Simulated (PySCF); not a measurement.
**What a change does: NMR shielding calculation on C4H6Si**

System: C4H6Si.
Method of run A: GIAO HF/pcSseg-2 NMR shielding, non-relativistic, gas phase (PySCF 2.14.0).

The geometry comes from this level: PBE0-D3(BJ)/def2-SVP. Text and figures count atoms from 1; the logs count them from 0 in places.

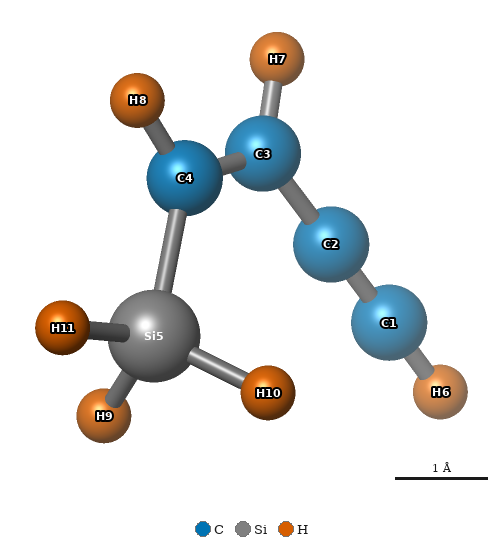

Figure 1. The structure (ball-and-stick view, seen at a tilt; atoms are numbered from 1 in the order of the input). Bond lengths as drawn: C–C 1.21 to 1.42 Å, C–H 1.07 to 1.10 Å, C–Si 1.88 Å and H–Si 1.49 Å.

## The input, run A
```
{"job": {"kind": "nmr", "xc": "HF", "basis": "pcSseg-2", "pop": false}, "charge": 0, "multiplicity": 1}
C      2.070586    -1.384346     0.343385
C      1.562216    -0.306233     0.109779
C      0.956719     0.952653    -0.162384
C     -0.376701     1.138508    -0.242536
Si    -1.638162    -0.233593    -0.008475
H      2.517468    -2.339377     0.549922
H      1.644806     1.795174    -0.309207
H     -0.724875     2.155516    -0.457283
H     -1.442849    -1.314156    -1.022129
H     -1.524411    -0.832691     1.355824
H     -3.006795     0.342600    -0.172356
```

The first line tells a small driver script what to run in PySCF; the rest is the geometry in Å.

Command:
```bash
OMP_NUM_THREADS=1 python <driver script> task.json out
```

Hardware: 1 CPU thread, shared host.

## Output (run A)
```
final grid: 88992 points
cycle   1  E = -443.8010840988  dE =  6.575e-01  |g| = 3.951e-01  |ddm| = 2.688e+00
cycle   2  E = -443.8610976087  dE = -6.001e-02  |g| = 1.266e-01  |ddm| = 4.852e-01
cycle   3  E = -443.8664408491  dE = -5.343e-03  |g| = 6.697e-02  |ddm| = 2.327e-01
cycle   4  E = -443.8677376023  dE = -1.297e-03  |g| = 1.902e-02  |ddm| = 8.164e-02
cycle   5  E = -443.8678432253  dE = -1.056e-04  |g| = 4.097e-03  |ddm| = 2.256e-02
cycle   6  E = -443.8678527749  dE = -9.550e-06  |g| = 1.327e-03  |ddm| = 8.076e-03
cycle   7  E = -443.8678546120  dE = -1.837e-06  |g| = 6.099e-04  |ddm| = 3.023e-03
cycle   8  E = -443.8678550638  dE = -4.519e-07  |g| = 2.826e-04  |ddm| = 1.534e-03
cycle   9  E = -443.8678552075  dE = -1.436e-07  |g| = 1.365e-04  |ddm| = 9.624e-04
cycle  10  E = -443.8678552396  dE = -3.213e-08  |g| = 5.527e-05  |ddm| = 4.906e-04
cycle  11  E = -443.8678552425  dE = -2.901e-09  |g| = 2.154e-05  |ddm| = 9.867e-05
cycle  12  E = -443.8678552433  dE = -7.644e-10  |g| = 8.961e-06  |ddm| = 5.897e-05
converged SCF energy = -443.8678552433

GIAO shielding tensors (ppm)
atom      isotropic    diamagn.    paramagn.     s11        s22        s33       span
  0 C       92.975     262.051    -169.075     41.903     51.787    185.236    143.333
  1 C      116.998     258.411    -141.413     11.614     11.641    327.739    316.125
  2 C       49.531     253.108    -203.577   -101.370     80.770    169.193    270.563
  3 C       42.964     255.270    -212.307   -107.773     51.225    185.438    293.211
  4 Si     455.513     875.185    -419.671    439.909    447.070    479.561     39.652
  5 H       27.781      32.447      -4.666     24.088     24.630     34.625     10.538
  6 H       25.075      29.173      -4.098     21.849     24.483     28.893      7.044
  7 H       25.165      31.421      -6.256     22.656     24.391     28.446      5.790
  8 H       27.563      29.658      -2.096     24.517     26.542     31.629      7.111
  9 H       27.565      29.658      -2.093     24.523     26.531     31.640      7.118
 10 H       27.863      29.108      -1.245     24.865     25.925     32.800      7.935
```

Run B used a changed input.

## The two runs side by side

| quantity | run A | run B |
| --- | --- | --- |
| outcome | converged | converged |
| total energy (hartree) | −443.867855 | −450.838244 |
| HOMO (eV) | −9.46 | −6.28 |
| LUMO (eV) | 1.97 | −2.42 |
| dipole moment (D) | 0.49 | 0.52 |
| shielding of C1 (ppm) | 93.0 | 93.7 |
| shielding of C2 (ppm) | 117.0 | 99.2 |
| shielding of C3 (ppm) | 49.5 | 51.5 |
| shielding of C4 (ppm) | 43.0 | 45.5 |
| shielding of Si5 (ppm) | 455.5 | 437.3 |
| shielding of H9 (ppm) | 27.6 | 26.8 |
| shielding of H10 (ppm) | 27.6 | 26.8 |
| SCF iterations | 12 | 17 |
| basis functions | 271 | 271 |
| wall time (shared host) | 22 s | 37 s |

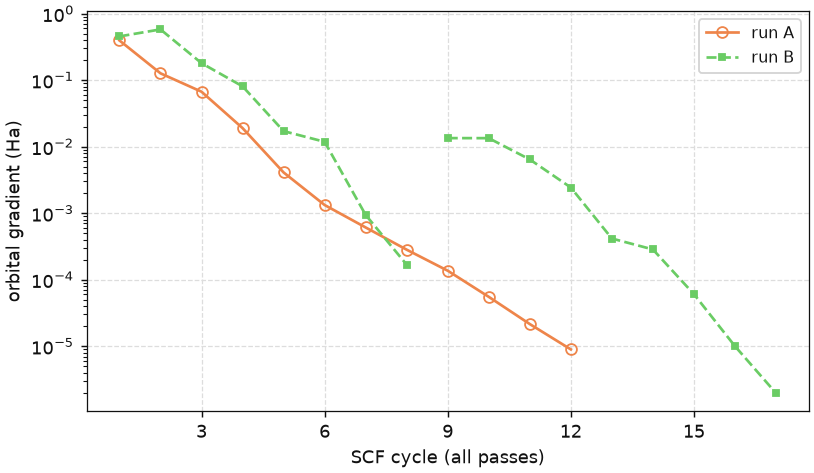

Figure 2. Convergence of the two runs: orbital gradient against the SCF cycle. A break in a curve parts two SCF passes (coarse and final grid). Run A takes 12 cycles in all, and run B takes 17.

What was changed in the input?

The change (lines with − go, lines with + come):
```diff
-"xc": "HF"
+"xc": "KT2"
```

The total energies belong to different methods, so their difference says nothing on which is more stable or more accurate. The HOMO goes from −9.46 to −6.28 eV. The LUMO goes from 1.97 to −2.42 eV. Of all shieldings, the largest change is that of Si5, by −18.2 ppm. The method changes from HF to KT2. Exact exchange removes part of the self-interaction error of semilocal functionals, which pushes filled and empty levels apart. The SCF takes 17 iterations against 12.

## Output (run B)
```
coarse grid: 9688 points
cycle   1  E = -450.7549385344  dE =  3.094e-01  |g| = 4.542e-01  |ddm| = 3.298e+00
cycle   2  E = -450.7131167956  dE =  4.182e-02  |g| = 5.788e-01  |ddm| = 1.050e+00
cycle   3  E = -450.8009915779  dE = -8.787e-02  |g| = 1.800e-01  |ddm| = 7.163e-01
cycle   4  E = -450.8085111349  dE = -7.520e-03  |g| = 8.070e-02  |ddm| = 1.952e-01
cycle   5  E = -450.8104290577  dE = -1.918e-03  |g| = 1.712e-02  |ddm| = 8.040e-02
cycle   6  E = -450.8104659160  dE = -3.686e-05  |g| = 1.183e-02  |ddm| = 1.996e-02
cycle   7  E = -450.8105082979  dE = -4.238e-05  |g| = 9.405e-04  |ddm| = 1.142e-02
cycle   8  E = -450.8105085776  dE = -2.796e-07  |g| = 1.681e-04  |ddm| = 1.563e-03
final grid: 88992 points
cycle   9  E = -450.8382179354  dE = -2.836e-04  |g| = 1.344e-02  |ddm| = 4.421e-01
cycle  10  E = -450.8381979143  dE =  2.002e-05  |g| = 1.342e-02  |ddm| = 2.478e-02
cycle  11  E = -450.8382321845  dE = -3.427e-05  |g| = 6.420e-03  |ddm| = 1.755e-02
cycle  12  E = -450.8382419797  dE = -9.795e-06  |g| = 2.431e-03  |ddm| = 5.488e-03
cycle  13  E = -450.8382436038  dE = -1.624e-06  |g| = 4.160e-04  |ddm| = 2.344e-03
cycle  14  E = -450.8382436311  dE = -2.727e-08  |g| = 2.850e-04  |ddm| = 5.546e-04
cycle  15  E = -450.8382436541  dE = -2.299e-08  |g| = 6.063e-05  |ddm| = 2.681e-04
cycle  16  E = -450.8382436552  dE = -1.113e-09  |g| = 1.002e-05  |ddm| = 7.193e-05
cycle  17  E = -450.8382436552  dE = -2.524e-11  |g| = 1.972e-06  |ddm| = 1.264e-05
converged SCF energy = -450.8382436552

GIAO shielding tensors (ppm)
atom      isotropic    diamagn.    paramagn.     s11        s22        s33       span
  0 C       93.722     264.253    -170.532     44.578     55.696    180.892    136.314
  1 C       99.168     266.724    -167.556      4.528      9.426    283.551    279.023
  2 C       51.519     250.741    -199.223    -58.644     63.360    149.840    208.485
  3 C       45.534     257.765    -212.232    -76.386     42.135    170.852    247.237
  4 Si     437.272     882.323    -445.050    418.067    422.999    470.751     52.685
  5 H       27.489      31.215      -3.726     23.997     24.616     33.854      9.857
  6 H       24.521      26.880      -2.359     21.436     24.814     27.314      5.877
  7 H       24.834      30.004      -5.171     22.983     24.134     27.384      4.401
  8 H       26.822      30.058      -3.236     23.893     25.672     30.901      7.007
  9 H       26.824      30.055      -3.232     23.898     25.661     30.912      7.015
 10 H       27.174      28.887      -1.713     24.351     25.355     31.815      7.464
```
